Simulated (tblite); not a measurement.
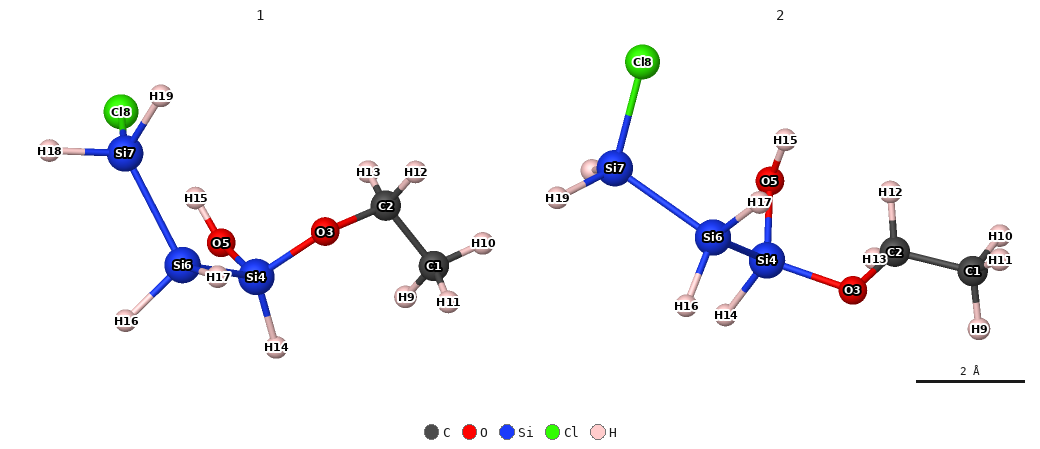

Two geometries of C2H11ClO2Si3, drawn at one scale. One is the start of a relaxation, the other its converged end. A ball-and-stick model, seen at a tilt.

These are results of tblite, GFN2-xTB geometry optimisation, gas phase, not measurements. 

Q: Which one is relaxed?

A: Structure 1 is the relaxed one. The atom that moves furthest after the best rigid fit is H19 (2.98 Å). Largest moves by element: H 2.98 Å, Cl 2.41 Å, O 1.38 Å, C 1.02 Å, Si 0.67 Å. Near-neighbour distances that change, for instance: Si4–O5 1.737 → 1.628 Å, Si4–Si6 2.213 → 2.301 Å, Si6–Si7 2.253 → 2.331 Å, O3–Si4 1.692 → 1.629 Å. Among the angles between lasting bonds that change: C2–O3–Si4 107.3° → 129.5°, O3–Si4–Si6 114.4° → 98.0°, Si4–O5–H15 109.4° → 123.2°. Groups turn about Si6–Si7 by about 125°, C2–O3 by about 115°, Si4–Si6 by about 80°. Over 256 geometry steps the energy falls by 125.8 kJ/mol. The run took 5 s on 1 thread of Arm Neoverse N1, on a shared host.
